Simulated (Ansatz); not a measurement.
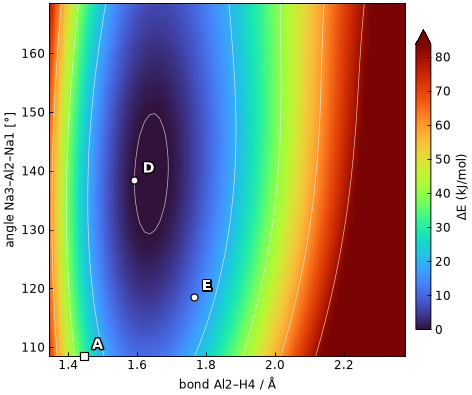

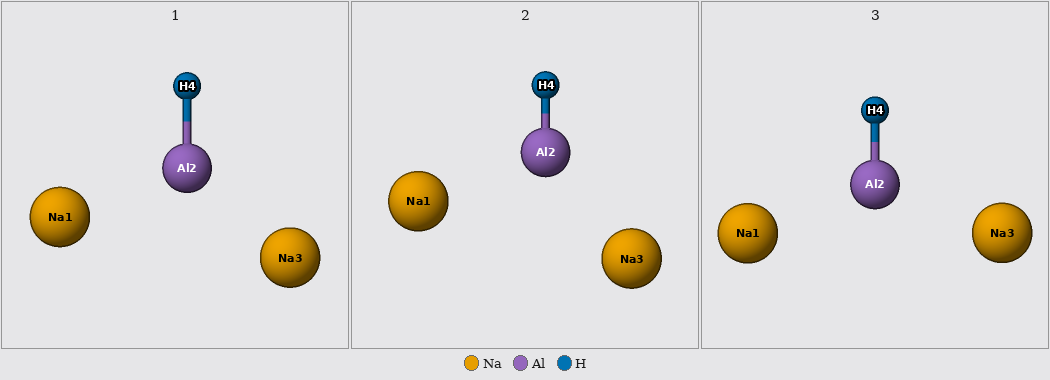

AlHNa₂. Two internal coordinates are moved rigidly from the geometry relaxed at PBE0-D4/def2-TZVP, all others fixed. The first coordinate is: bond Al2–H4; the second: angle Na3–Al2–Na1. The grid has 7 × 7 points. Points are written as (first, second). Energies are in kJ/mol, from the lowest grid point. Method: Ansatz, RKS r2SCAN-D4/def2-TZVPP.

In the figure: a smooth colour map with a few white contour lines, one colour for all values above the top of the scale, lettered points. Between grid points the surface is interpolated. The numbered pictures are the structures at these points, in random order.

Which structure belongs to which point?

A is structure 2: (1.445 Å, 108.5°), 32 kJ/mol; D is structure 3: (1.592 Å, 138.5°), 0 kJ/mol; E is structure 1: (1.764 Å, 118.5°), 12 kJ/mol.
